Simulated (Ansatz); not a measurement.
Ge (diamond structure), cut as [110] wire, round, centred on atom, 1.06 nm across, core Ge to 0.8 of the radius, shell Si

All values below come from PBE (plane waves to 420 eV, PAW; Ansatz, a program for electronic structure).

k-points: Γ-centred 1×1×7 mesh; occupations: Fermi-Dirac, 0.020 eV; spin polarisation not allowed. Spin-orbit coupling is left out.

 The relaxation kept the symmetry of its start, so a lower minimum of less symmetry isn't excluded.

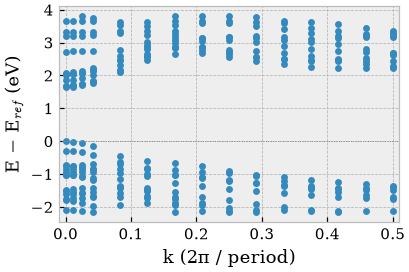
Figure: Levels along the axis at 15 k-points, drawn as points, zero at the top of the valence band

Electronic character: not metallic; Kohn-Sham band gap: 1.65 eV. Only levels within the plotted window are shown.
